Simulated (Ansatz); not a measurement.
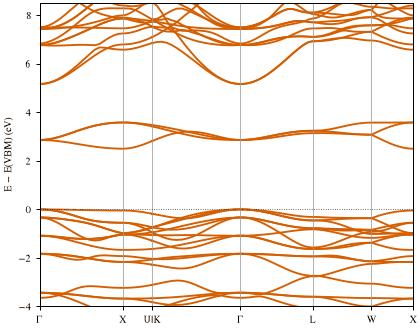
Fig. 1. Band structure from plane-wave PAW r²SCAN (Ansatz code)

**Question.** Read off the gap and where the band edges lie.

**Answer.** About 2.5 eV (2.50 eV by a search for the band edges); maximum at Γ, minimum at X.

**Question.** Which compound is it?
A. BaTe, rock salt
B. CdIn2O4, spinel
C. CaO, zinc blende
D. Ba2CaMoO6, Fm-3m (Ba on 8c, Ca on 4a, Mo on 4b, O on 24e)

**Answer.** D, Ba2CaMoO6, Fm-3m (Ba on 8c, Ca on 4a, Mo on 4b, O on 24e)

The first step of the workflow began from a Materials Project structure, measured or hypothetical; the Crystallography Open Database files this formula in space group No. 225, but the cells were not matched. Whether it is the stable phase at ambient conditions was not checked. The r²SCAN relaxation kept the symmetry of its start; whether a distortion lowers the energy is not shown. No spin polarisation was allowed. No Hubbard U is applied. Scalar-relativistic: spin–orbit coupling is off unless named, which matters more the heavier the elements.

Potentials: the later of the program's two PAW sets.
